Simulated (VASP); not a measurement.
Band structure of NiSi$_{2}$ (fluorite). Level of theory: RPBE GGA, VASP's PBE PAW potentials (set 64) (plane waves; VASP).

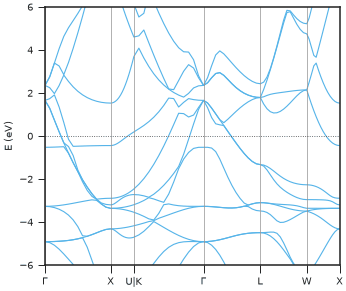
Figure. Bands along high-symmetry lines, zero at the valence-band maximum or, without a gap, the Fermi level

**Question.** Read the plot: is there a gap, and where are the band edges?

**Answer.** It has no gap at this level: it comes out as a metal or semimetal. (Edges off the drawn lines would not show.)

The compound is NiSi2 in the fluorite structure. It was relaxed first. The run is not spin-polarised, so no magnetic state was tried.
